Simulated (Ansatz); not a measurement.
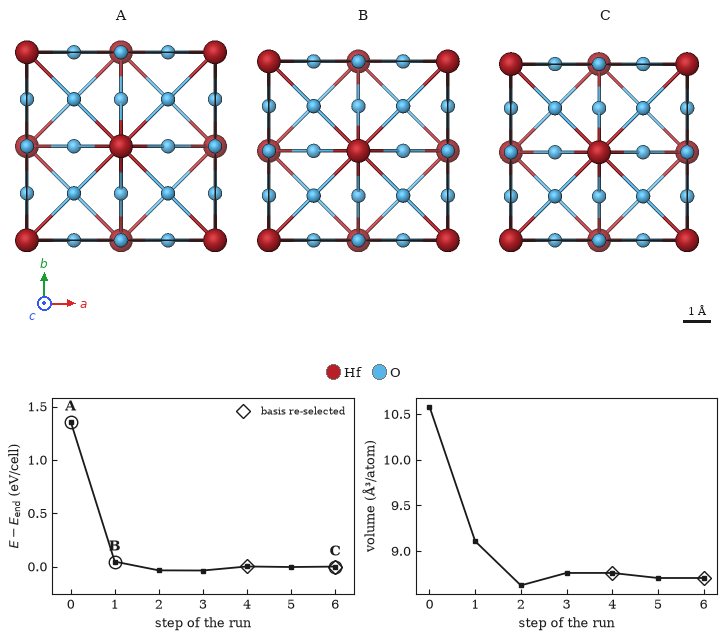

Frames of a relaxation of solid HfO₇ (a generated structure, set up in Fm-3m) (coarse preliminary run), marked on the history of the run. A ball-and-stick model of the conventional cell (4 times the calculation's cell), seen along the c axis. Lengths and directions refer to the drawn axes.

These are results of DFT PBE, scalar-relativistic, plane waves, PAW in Ansatz, not measurements. (plane-wave cutoff 420 eV; k-point mesh 4 × 4 × 4; occupations gaussian; smearing width 0.1 eV; no spin polarisation; cell and atoms relaxed; force threshold 0.04 eV/Å; at most 70 steps)

Question: Describe the path.

Answer: The energy falls by 1.359 eV per cell of the calculation in 4 accepted moves (6 points after the start). All forces vanish by symmetry, so only the cell relaxes. Pressure: −24.24 GPa at the start and −0.02 GPa at the end. At 2 points the geometry stayed and the basis and grid were re-selected for the new cell (energy shift of 37.7 meV per cell of the calculation at most each time). The atoms keep their places relative to the cell (all moves are under 0.005 Å). Cell: a = b = c 6.970 → 6.531 Å (−6.3 %). Volume −17.7 %. Some distances before and after: Hf–O 2.464 → 2.309 Å. The space group stays Fm-3m (No. 225). From step 0 to 1: volume −13.9 %, energy −1.312 eV per cell of the calculation. From step 1 to 6: volume −4.4 %, energy −46.8 meV per cell of the calculation.
